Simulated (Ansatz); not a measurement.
System CsLi₂ (space group Fm-3m, No. 225); source of the atomic positions: coordinates from a relaxation with DFT PBE, scalar-relativistic, plane waves, PAW (Ansatz); the starting structure was generated, so it need not be a known form of this composition.

```
Cs Li
1.0
     9.17423    0.00000    0.00000
     0.00000    9.17423    0.00000
     0.00000    0.00000    9.17423
Cs Li
4 8
Direct
  0.00000 0.00000 0.00000
  0.00000 0.50000 0.50000
  0.50000 0.00000 0.50000
  0.50000 0.50000 0.00000
  0.25000 0.25000 0.75000
  0.25000 0.75000 0.75000
  0.25000 0.75000 0.25000
  0.25000 0.25000 0.25000
  0.75000 0.25000 0.25000
  0.75000 0.75000 0.25000
  0.75000 0.75000 0.75000
  0.75000 0.25000 0.75000
```

Bonds are taken as Cs–Li below 4.5 Å; no other contact counts. Simplification: prune 0- and 1-connected atoms, fold 2-connected ones into links.

Derive the underlying net.

The result is a binodal (4,8)-connected, three-periodic net: Li is a 4-connected node; Cs is an 8-connected node, in the ratio 2:1. It is the flu net, known from fluorite. It is a single net, without interpenetration.

```
node  links   point symbol  coordination sequence
  Li      4            4^6      4 22 24 82 64 182
  Cs      8  4^12.6^12.8^4      8 12 48 42 128 92
```

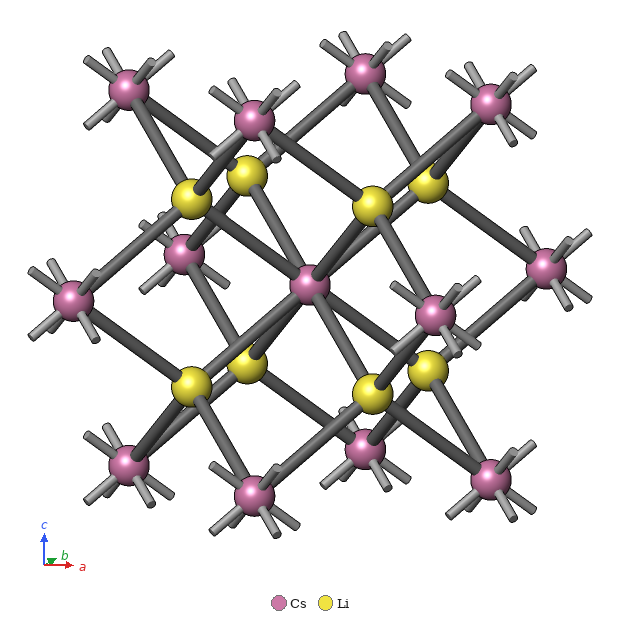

Nodes are coloured by topological kind. Short stubs are edges that leave the cut-out.
